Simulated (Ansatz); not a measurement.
# HOF (hypofluorous acid) at B3LYP/6-31G(d) (spherical functions)

Aim: the electronic atomisation energy of HOF (hypofluorous acid) at B3LYP/6-31G* (spherical functions), from 4 runs. 

Program for the calculation: Ansatz 0.2.0.

48 further runs of the same task are left out: 48 set aside as unsound or not needed.

## Step 1: The system as given

HOF: 3 atoms, total charge 0, spin state singlet. As SMILES, `OF`. The coordinates come from a PBE0-D4/def2-TZVP relaxation.

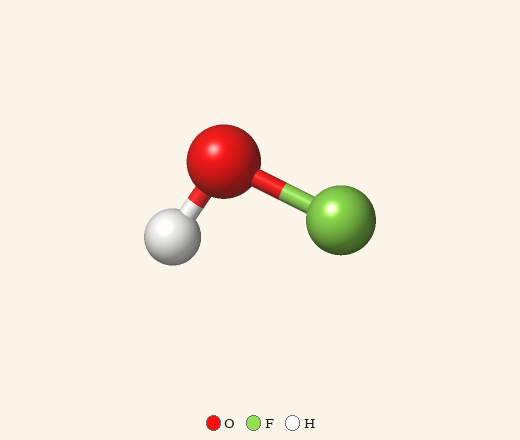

The structure, seen from a chosen angle (oxygen red, fluorine green, hydrogen white).

## Step 2: The energy at B3LYP/6-31G(d) (spherical functions)

Input file molecule.yaml:

```yaml
crystal:
  periodic: [false, false, false]
  atoms:
    - {symbol: O, position_ang: [0.430590, -0.210340, 0.216330]}
    - {symbol: F, position_ang: [-0.221910, 1.014620, -0.010980]}
    - {symbol: H, position_ang: [-0.208690, -0.804280, -0.205350]}
basis:
  gaussian:
    orbitals: 6-31G_st_-spherical.json
hamiltonian:
  xc: {name: B3LYP}
accuracy: high
output:
  orbitals: {seedname: orbitals}
```

The basis set 6-31G* is read from a file made from the Basis Set Exchange's data (not shown).

Launch:

```bash
ansatz run molecule.yaml --threads 1 --pin off --max-ram 3480MiB --events-out events.jsonl --progress --plain --runs-dir runs
```

The program printed:

```text
Warning: RAYON_NUM_THREADS=1 ignored (pool sized by the plan → 1); use --threads N
Functional definition: B3LYP
  name "B3LYP"
  parameter a0 = 0.2
  parameter ax = 0.72
  parameter ac = 0.81
  exchange = (1 - a0 - ax)*slater_x + ax*b88_x + a0*exact_x
  correlation = (1 - ac)*vwn_rpa_c + ac*lyp_c
548 factors; integrals over basis functions are off by at most 2.5e-9 eV
mean field evaluation 1: about -4775.1156 eV, gradient 2.4e1 eV
mean field evaluation 2: about -4774.6267 eV, gradient 2.9e1 eV
mean field evaluation 4: about -4776.1148 eV, gradient 1.3e0 eV
mean field evaluation 8: about -4776.1136 eV, gradient 4.7e-3 eV
mean field evaluation 16: about -4776.1136 eV, gradient 2.5e-8 eV
mean field -4776.11358578 eV, -175.5189369112 hartree, gradient 2.5e-8 eV, S^2 0.000000; 0 other end points of the search recorded, 0 dependent functions left out
reference -4776.11360170 eV, -175.5189374963 hartree; 9, 9 occupied and 21, 21 virtual orbitals, 548 factors
Total energy: -4776.11360170 eV, -175.5189374963 hartree
```

Wall time 0.62 s (1 thread of Arm Neoverse V2, shared host).

## Step 3: The F atom at the same level

Input file input.yaml:

```yaml
crystal:
  periodic: [false, false, false]
  atoms:
    - {symbol: F, position_ang: [0.000000, 0.000000, 0.000000]}
basis:
  gaussian: {orbitals: 6-31G_st_-spherical.json}
magnetization: {spin_polarized: true, initial_magnetization: 1}
hamiltonian: {xc: {name: B3LYP}}
accuracy: high
```

The basis set 6-31G* is read from a file made from the Basis Set Exchange's data (not shown).

Run the same way, it converges to -99.71458 Eh (log not shown).

## Step 4: The H atom, same level

Input file job.yaml:

```yaml
crystal:
  periodic: [false, false, false]
  atoms:
    - symbol: H
      position_ang: [0.000000, 0.000000, 0.000000]
basis:
  gaussian:
    orbitals: "6-31G*"
magnetization:
  spin_polarized: true
  initial_magnetization: 1
hamiltonian:
  xc: {name: B3LYP}
accuracy: high
```

Run the same way, it converges to -0.50027 Eh (log not shown).

## Step 5: The O atom, same level

Input file molecule.yaml:

```yaml
crystal:
  periodic: [false, false, false]
  atoms:
    - {symbol: O, position_ang: [0.000000, 0.000000, 0.000000]}
basis:
  gaussian: {orbitals: 6-31G_st_-spherical.json}
magnetization: {spin_polarized: true, initial_magnetization: 2}
hamiltonian: {xc: {name: B3LYP}}
accuracy: high
```

The basis set 6-31G* is read from a file made from the Basis Set Exchange's data (not shown).

Run the same way, it converges to -75.05940 Eh (log not shown).

## Step 6: Summary of results

Level: B3LYP/6-31G* (spherical functions).

| quantity | value |
| --- | --- |
| molecule: total energy | -175.51894 Eh |
| molecule: HOMO energy | -8.24 eV |
| molecule: LUMO energy | -0.64 eV |
| molecule: HOMO–LUMO gap | 7.59 eV |
| F atom: total energy | -99.71458 Eh |
| F atom: ⟨S²⟩ | 0.751 |
| H atom: total energy | -0.50027 Eh |
| H atom: ⟨S²⟩ | 0.750 |
| O atom: total energy | -75.05940 Eh |
| O atom: ⟨S²⟩ | 2.002 |
| electronic atomisation energy | 6.658 eV |

In words: Taking the molecule apart into free atoms costs 6.66 eV (154 kcal/mol), before zero-point energy and without spin-orbit coupling.
